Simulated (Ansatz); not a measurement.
| atom | x (Å) | y (Å) | z (Å) |
| --- | --- | --- | --- |
| Ta | -0.6180 | -0.2428 | 0.1365 |
| Cl | 2.8546 | -1.1905 | -1.9348 |
| O | -0.0045 | 0.0211 | 1.9413 |
| H | 0.7603 | -0.5052 | 2.2448 |
| O | 0.3063 | 0.5431 | -1.3158 |
| H | 1.1677 | 0.2276 | -1.6921 |
| O | -1.8663 | 1.1476 | 0.3251 |
| H | -2.4585 | 1.8678 | 0.5844 |
| Cl | -2.1863 | -1.9033 | -0.3653 |
| F | 0.7822 | -1.6466 | 0.1280 |
| H | 2.0683 | -1.6632 | -0.9744 |

Core potentials replace the inner electrons of Ta.

Level of theory: RKS PBE/def2-SVP (Ansatz).

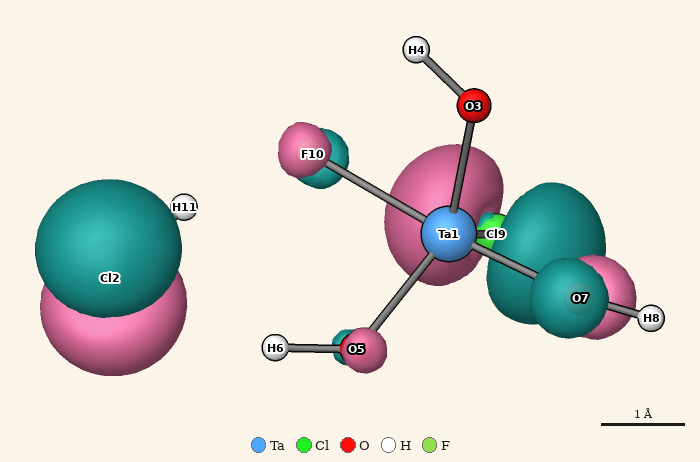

ClFH$_{3}$O$_{3}$Ta···HCl. The HOMO at ±0.15 Å⁻³ᐟ² (teal and pink are the two phases), seen across its widest extent.

Q: Where does this orbital lie, and at what energy?

A: By Hirshfeld shares it lies mainly on Cl2 (about 40 %), Cl9 (about 40 %) and O7 (about 10 %); largely a combination of lone pairs on Cl2, Cl9 and O7. Its energy is −7.59 eV.
